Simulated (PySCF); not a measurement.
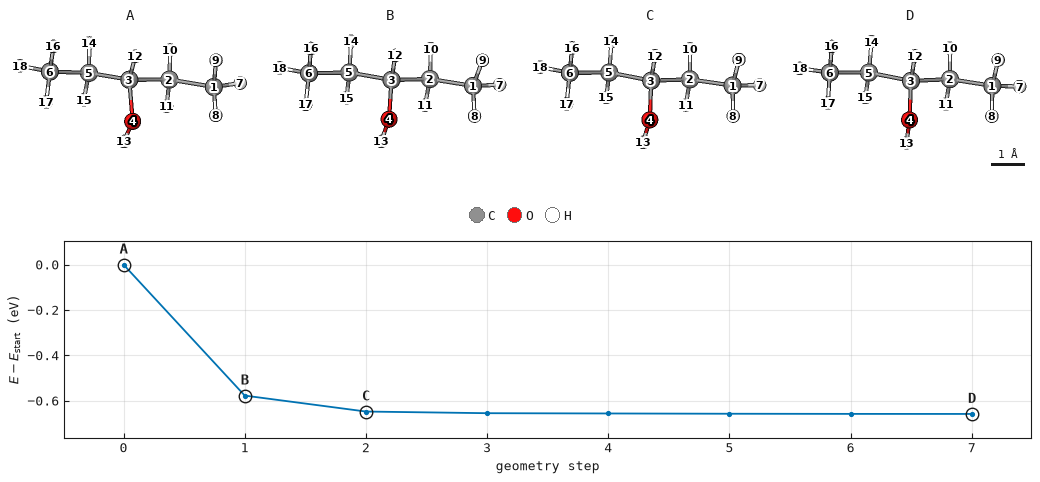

Frames of a relaxation of C$_{5}$H$_{12}$O, marked on the history of the run. Style: ball-and-stick. Shown from a free direction.

The start comes from MMFF94s. Its atoms were then displaced at random by about 0.03 Å.

Level of theory: PBE0-D3(BJ)/def2-SVP geometry optimisation, gas phase in PySCF. 

**What happens along the run?**

After 7 geometry steps the energy has fallen by 0.658 eV. H8 moves most after the best rigid fit: 0.13 Å. By element the largest moves are H 0.13 Å, O 0.12 Å, C 0.06 Å. Some distances before and after: C1–H9 1.190 → 1.102 Å, C3–O4 1.468 → 1.412 Å, C1–H8 1.049 → 1.100 Å, C1–C2 1.569 → 1.519 Å. Among the angles between lasting bonds that change: C2–C3–O4 103.0° → 111.4°, C5–C3–H12 115.4° → 108.4°, H14–C5–H15 111.1° → 105.7°. Cost: 63 s on 1 thread of Arm Neoverse V1 (shared host). From step 0 to 1: H9 moves most (0.24 Å), energy −0.577 eV. From step 1 to 2: H9 moves most (0.12 Å), energy −0.070 eV. From step 2 to 7: H13 moves most (0.11 Å), energy −0.011 eV.

```json
{"step": "0", "E − E(0), eV": "0.0000"}
{"step": "1", "E − E(0), eV": "-0.5772"}
{"step": "2", "E − E(0), eV": "-0.6475"}
{"step": "3", "E − E(0), eV": "-0.6548"}
{"step": "4", "E − E(0), eV": "-0.6560"}
{"step": "5", "E − E(0), eV": "-0.6572"}
{"step": "6", "E − E(0), eV": "-0.6578"}
{"step": "7", "E − E(0), eV": "-0.6580"}
```
